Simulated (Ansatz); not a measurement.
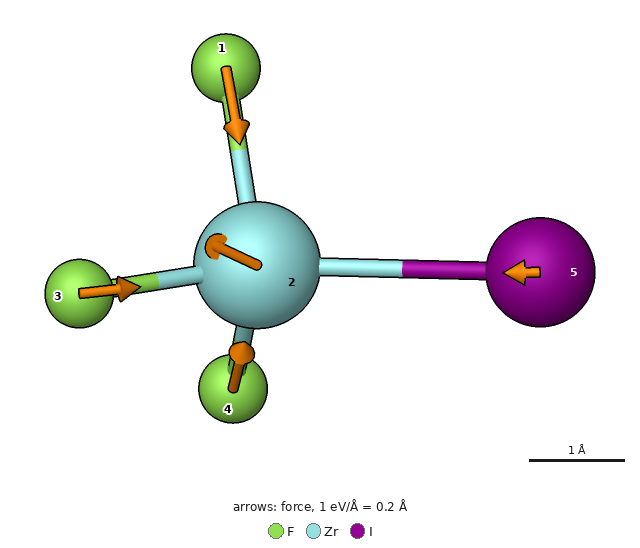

Starting geometry of ZrIF3 (coarse preliminary run) with the computed forces as orange arrows. A ball-and-stick model, seen face on.

The start comes from a force field.

All numbers below come from RKS PBE-D4/def2-SVP (Ansatz).

Input file:
```yaml
crystal:
  periodic: [false, false, false]
  atoms:
    - {symbol: F, position_ang: [-0.797600, -0.222900, 1.974600]}
    - {symbol: Zr, position_ang: [0.391200, -0.000400, -0.031900]}
    - {symbol: F, position_ang: [1.806500, -1.478700, 0.219900]}
    - {symbol: F, position_ang: [-1.073800, -1.180200, -1.358900]}
    - {symbol: I, position_ang: [-0.276400, 2.808500, -0.845100]}
basis:
  gaussian: {orbitals: def2-SVP}
hamiltonian: {xc: pbe, dispersion: d4}
relax: {f_tol: 0.03, max_steps: 200}
```

Command:
```bash
ansatz run in.yaml --threads 4 --pin off --events-out ev --progress --plain --max-ram 10444MiB
```

### Is this structure relaxed? If not, where do the atoms go?

It isn't relaxed: the largest force vector, on Zr2, is 6.30 eV/Å. The final displacements follow the starting forces only in part (cosine between the two patterns 0.71). F3 moves most after the best rigid fit: 0.60 Å. Largest moves by element: F 0.60 Å, I 0.54 Å, Zr 0.43 Å. Near-neighbour distances that change, for instance: F1–Zr2 2.343 → 1.900 Å, Zr2–F4 2.302 → 1.900 Å, Zr2–I5 2.999 → 2.724 Å, Zr2–F3 2.062 → 1.900 Å. Among the angles between lasting bonds that change: F3–Zr2–I5 149.0° → 109.8°, F1–Zr2–F4 97.0° → 109.1°, F3–Zr2–F4 98.0° → 109.1°. Over 5 geometry steps the energy falls by 92.4 kcal/mol. Largest force component: 4.5 eV/Å at the start, 0.024 eV/Å at the end.
